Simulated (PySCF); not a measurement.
# One shape, several levels: C2H10GeN+ (SMILES C[NH+](C)[GeH3])

Wanted: a comparison of 6 runs (HF/STO-3G, HF/3-21G, HF/def2-SVP, B3LYP/6-31G*, TPSS/def2-SVP, BLYP/def2-TZVP) of C2H10GeN+. Input form: a Python script.

The results are computed with PySCF 2.14.0.

**1. Starting point**

C2H10GeN+: 14 atoms, total charge +1, spin state singlet. SMILES: `C[NH+](C)[GeH3]`. Geometry: a GFN2-xTB relaxation, a rough one for these elements and not checked as a minimum.

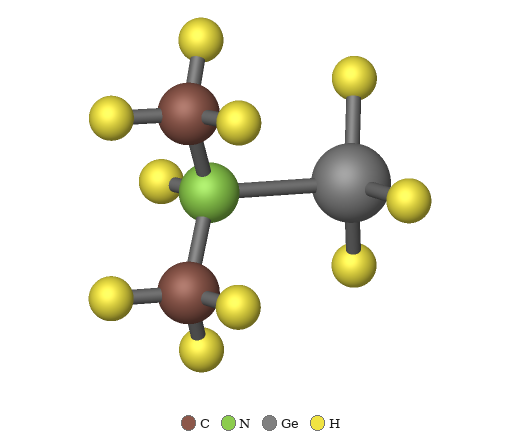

Viewed from a chosen angle; carbon brown, nitrogen green, germanium grey, hydrogen yellow.

**2. Energy and forces at HF/STO-3G (run 1)**

calc.py reads:

```python
from pyscf import gto, scf

molecule = gto.M(
    atom='''
C     -0.488759     2.100827    -1.763530
N     -0.776923     0.221136     0.263957
C      0.641845     0.957581     2.537411
Ge     0.239409    -3.263368    -0.928876
H     -1.624598     1.563597    -3.397463
H     -1.082586     3.968500    -1.127978
H      1.488859     2.195597    -2.335097
H     -2.649887     0.167751     0.741434
H      2.653213     1.033926     2.095480
H      0.345423    -0.423866     4.037929
H      0.043256     2.809342     3.213385
H     -0.297159    -4.850077     1.342348
H      2.961258    -2.835988    -1.524744
H     -1.453332    -3.644998    -3.154255
''',
    charge=1,
    basis='sto-3g',
    max_memory=1860,
    unit='bohr',
    verbose=4,
)

mf = scf.RHF(molecule)
mf.conv_tol = 1e-10
mf.kernel()
if not mf.converged:
    mf = mf.newton().run(mf.mo_coeff, mf.mo_occ)

e_final = mf.e_tot
print('E = %.10f Eh' % e_final)
grad = mf.nuc_grad_method().kernel()
dip = mf.dip_moment()
pop, q = mf.mulliken_pop()
```

Command:

```
$ OMP_NUM_THREADS=1 python calc.py
```

Standard output:

```text
PySCF version 2.14.0

[... 66 lines left out ...]
converged SCF energy = -2186.02578590191
[... 13 lines left out ...]
WARN: System has nonzero charge 1; the dipole moment is origin-dependent.
[... 2 lines left out ...]
Dipole moment(X, Y, Z, Debye): -0.96027, -1.67939, -0.18629
[... 19 lines left out ...]
pop of  3 Ge 4s           1.19948
pop of  3 Ge 2px          1.99959
pop of  3 Ge 2py          1.99951
pop of  3 Ge 2pz          1.99958
pop of  3 Ge 3px          1.98179
pop of  3 Ge 3py          1.97691
pop of  3 Ge 3pz          1.98152
pop of  3 Ge 4px          0.83930
pop of  3 Ge 4py          0.49397
pop of  3 Ge 4pz          0.82788
pop of  3 Ge 3dxy         1.99606
pop of  3 Ge 3dyz         1.98513
pop of  3 Ge 3dz^2        1.98693
pop of  3 Ge 3dxz         1.98250
pop of  3 Ge 3dx2-y2      1.98121
pop of  4 H 1s            0.88655
pop of  5 H 1s            0.88150
pop of  6 H 1s            0.88719
pop of  7 H 1s            0.73709
pop of  8 H 1s            0.88704
pop of  9 H 1s            0.88673
pop of  10 H 1s           0.88148
pop of  11 H 1s           1.06193
pop of  12 H 1s           1.06512
pop of  13 H 1s           1.06238
 ** Mulliken atomic charges  **
charge of    0C =     -0.09409
charge of    1N =     -0.34689
charge of    2C =     -0.09413
charge of    3Ge =      0.77211
charge of    4H =      0.11345
charge of    5H =      0.11850
charge of    6H =      0.11281
charge of    7H =      0.26291
charge of    8H =      0.11296
charge of    9H =      0.11327
charge of   10H =      0.11852
charge of   11H =     -0.06193
charge of   12H =     -0.06512
charge of   13H =     -0.06238
```

Wall time 4.2 s (1 thread of Intel Xeon at 2.70GHz, shared host); peak memory 0.12 GiB.

**3. Energy and gradient at HF/3-21G (run 2)**

input.py reads:

```python
# C[NH+](C)[GeH3]
import pyscf.grad
from pyscf import gto

system = gto.M(
    atom='''
C       -0.258640       1.111710      -0.933220
N       -0.411130       0.117020       0.139680
C        0.339650       0.506730       1.342740
Ge       0.126690      -1.726900      -0.491540
H       -0.859700       0.827420      -1.797860
H       -0.572880       2.100040      -0.596900
H        0.787870       1.161860      -1.235680
H       -1.402260       0.088770       0.392350
H        1.404020       0.547130       1.108880
H        0.182790      -0.224300       2.136780
H        0.022890       1.486640       1.700450
H       -0.157250      -2.566550       0.710340
H        1.567030      -1.500740      -0.806860
H       -0.769070      -1.928850      -1.669160
''',
    max_memory=1860,
    charge=1,
    verbose=3,
    basis='3-21g',
    spin=0,
)

calc0 = system.RHF()
calc0.conv_tol = 1e-10
calc0.kernel()
if not calc0.converged:
    calc0 = calc0.newton().run(calc0.mo_coeff, calc0.mo_occ)

etot = calc0.e_tot
print(f'total energy: {etot:.8f} hartree')
grad = calc0.Gradients().kernel()
calc0.analyze()
```

Command:

```
$ OMP_NUM_THREADS=1 python input.py
```

Standard output:

```text
converged SCF energy = -2200.38453279059
[... 13 lines left out ...]
MO #4   energy= -46.1447953210036  occ= 2
[... 4 lines left out ...]
MO #9   energy= -7.35671764425421  occ= 2
[... 4 lines left out ...]
MO #14  energy= -1.75869912710414  occ= 2
[... 4 lines left out ...]
MO #19  energy= -1.17082982571893  occ= 2
[... 4 lines left out ...]
MO #24  energy= -0.822980871678456 occ= 2
[... 4 lines left out ...]
MO #29  energy= -0.670427625744045 occ= 2
[... 4 lines left out ...]
MO #34  energy= 0.0663974264096341 occ= 0
[... 4 lines left out ...]
MO #39  energy= 0.164354731843084  occ= 0
[... 4 lines left out ...]
MO #44  energy= 0.255461214731782  occ= 0
[... 4 lines left out ...]
MO #49  energy= 0.759424858364929  occ= 0
MO #50  energy= 0.804548199073398  occ= 0
MO #51  energy= 0.835316654692282  occ= 0
MO #52  energy= 0.870816815219855  occ= 0
MO #53  energy= 0.989169167315625  occ= 0
MO #54  energy= 1.06978654178206   occ= 0
MO #55  energy= 1.10543141862527   occ= 0
MO #56  energy= 1.11120956863515   occ= 0
MO #57  energy= 1.14831487733049   occ= 0
MO #58  energy= 1.15954346787024   occ= 0
MO #59  energy= 1.16245180709779   occ= 0
MO #60  energy= 1.21776313327401   occ= 0
MO #61  energy= 1.22429372935134   occ= 0
MO #62  energy= 1.24477964176562   occ= 0
MO #63  energy= 1.25799796681911   occ= 0
MO #64  energy= 1.43544763392763   occ= 0
MO #65  energy= 1.51772256192741   occ= 0
MO #66  energy= 1.52668704539667   occ= 0
MO #67  energy= 1.6944631689694    occ= 0
MO #68  energy= 1.98886478344283   occ= 0
MO #69  energy= 2.76794310842332   occ= 0
 ** Mulliken atomic charges  **
charge of    0C =     -0.15238
charge of    1N =     -0.28895
charge of    2C =     -0.15239
charge of    3Ge =      0.75107
charge of    4H =      0.12727
charge of    5H =      0.13080
charge of    6H =      0.12616
charge of    7H =      0.26245
charge of    8H =      0.12630
charge of    9H =      0.12705
charge of   10H =      0.13082
charge of   11H =     -0.06162
charge of   12H =     -0.06443
charge of   13H =     -0.06213

WARN: System has nonzero charge 1; the dipole moment is origin-dependent.
Location of origin: [0. 0. 0.]

Dipole moment(X, Y, Z, Debye): -0.83677, -1.33057, -0.12515
```

Wall time 8.4 s (1 thread of Intel Xeon at 2.70GHz, shared host); peak memory 0.14 GiB.

Runs 3 to 5 aren't shown in full; the table further down has their settings and results.

**4. Energy and gradient at BLYP/def2-TZVP (run 6)**

geometry.xyz reads:

```xyz
14
C2H10GeN
C     -0.258640     1.111710    -0.933220
N     -0.411130     0.117020     0.139680
C      0.339650     0.506730     1.342740
Ge     0.126690    -1.726900    -0.491540
H     -0.859700     0.827420    -1.797860
H     -0.572880     2.100040    -0.596900
H      0.787870     1.161860    -1.235680
H     -1.402260     0.088770     0.392350
H      1.404020     0.547130     1.108880
H      0.182790    -0.224300     2.136780
H      0.022890     1.486640     1.700450
H     -0.157250    -2.566550     0.710340
H      1.567030    -1.500740    -0.806860
H     -0.769070    -1.928850    -1.669160
```

job.py reads:

```python
# C[NH+](C)[GeH3]
import pyscf.grad
from pyscf import gto, dft

mol = gto.M(
    atom='geometry.xyz',
    verbose=4,
    spin=0,
    basis='def2-tzvp',
    max_memory=1860,
    charge=1,
)

mf = dft.RKS(mol, xc='blyp')
mf.grids.level = 5
mf.conv_tol = 1e-10
mf.kernel()
if not mf.converged:
    mf = mf.newton().run(mf.mo_coeff, mf.mo_occ)

etot = mf.e_tot
print('Final energy', etot)
grad = mf.Gradients().kernel()
mf.analyze()
```

Command:

```
$ OMP_NUM_THREADS=1 python job.py
```

Standard output:

```text
PySCF version 2.14.0

[... 111 lines left out ...]
MO #3   energy= -44.0144944696272  occ= 2
[... 17 lines left out ...]
MO #21  energy= -0.719377615555963 occ= 2
[... 17 lines left out ...]
MO #39  energy= -0.0816025239248885 occ= 0
[... 17 lines left out ...]
MO #57  energy= 0.199713273751257  occ= 0
[... 17 lines left out ...]
MO #75  energy= 0.483788160899992  occ= 0
[... 17 lines left out ...]
MO #93  energy= 0.976685753749775  occ= 0
[... 17 lines left out ...]
MO #111 energy= 1.49833724650705   occ= 0
[... 17 lines left out ...]
MO #129 energy= 2.04988373129993   occ= 0
[... 17 lines left out ...]
MO #147 energy= 2.44214800450984   occ= 0
[... 17 lines left out ...]
MO #165 energy= 3.05469707387649   occ= 0
[... 17 lines left out ...]
MO #183 energy= 4.110167923273     occ= 0
[... 17 lines left out ...]
MO #201 energy= 31.6442335256605   occ= 0
[... 183 lines left out ...]
pop of  10 H 2py          0.00050
pop of  10 H 2pz          0.00020
pop of  11 H 1s           0.99547
pop of  11 H 2s           0.00632
pop of  11 H 3s           0.00063
pop of  11 H 2px          0.00013
pop of  11 H 2py          0.00108
pop of  11 H 2pz          0.00174
pop of  12 H 1s           0.99719
pop of  12 H 2s           0.00596
pop of  12 H 3s           0.00065
pop of  12 H 2px          0.00267
pop of  12 H 2py          0.00008
pop of  12 H 2pz          0.00019
pop of  13 H 1s           0.99596
pop of  13 H 2s           0.00631
pop of  13 H 3s           0.00063
pop of  13 H 2px          0.00098
pop of  13 H 2py          0.00015
pop of  13 H 2pz          0.00182
 ** Mulliken atomic charges  **
charge of    0C =     -0.24448
charge of    1N =     -0.15088
charge of    2C =     -0.24447
charge of    3Ge =      0.50841
charge of    4H =      0.14697
charge of    5H =      0.14884
charge of    6H =      0.14528
charge of    7H =      0.26724
charge of    8H =      0.14539
charge of    9H =      0.14682
charge of   10H =      0.14885
charge of   11H =     -0.00538
charge of   12H =     -0.00675
charge of   13H =     -0.00585

WARN: System has nonzero charge 1; the dipole moment is origin-dependent.
Location of origin: [0. 0. 0.]

Dipole moment(X, Y, Z, Debye): -0.82597, -1.28372, -0.11786
```

It took 6.7 min on 1 thread of Intel Xeon at 2.70GHz, shared host; peak memory 1.7 GiB.

**5. All runs side by side**

| run | level | Cartesian functions | integration grid | energy (Eh) | HOMO energy (eV) | LUMO energy (eV) | HOMO–LUMO gap (eV) | wall time |
| --- | --- | --- | --- | --- | --- | --- | --- | --- |
| 1 | HF/STO-3G | no | – | -2186.025786 | -17.45 | 2.97 | 20.42 | 4.2 s |
| 2 | HF/3-21G | no | – | -2200.384533 | -18.11 | -1.63 | 16.48 | 8.4 s |
| 3 | HF/def2-SVP | no | – | -2210.792436 | -18.22 | -1.78 | 16.44 | 28 s |
| 4 | B3LYP/6-31G* (Cartesian functions) | yes | 5 | -2213.505287 | -14.51 | -5.40 | 9.11 | 67 s |
| 5 | TPSS/def2-SVP | no | 5 | -2213.384752 | -13.59 | -5.89 | 7.71 | 2.2 min |
| 6 | BLYP/def2-TZVP | no | 5 | -2213.760963 | -13.29 | -6.08 | 7.22 | 6.7 min |

**6. Summary of results**

```
                       quantity           value
            run 6: total energy  -2213.76096 Eh
             run 6: HOMO energy       -13.29 eV
             run 6: LUMO energy        -6.08 eV
           run 6: HOMO–LUMO gap         7.22 eV
run 6: largest force on an atom      1.109 eV/Å
```

In words: The HOMO–LUMO gap runs from 7.22 eV (BLYP/def2-TZVP) to 20.42 eV (HF/STO-3G). The two ends differ in method and basis. Totals of different functionals can't be ranked against each other. In run 1 the basis is minimal, so the values are rough. All runs together took 11 min, the longest 6.7 min.
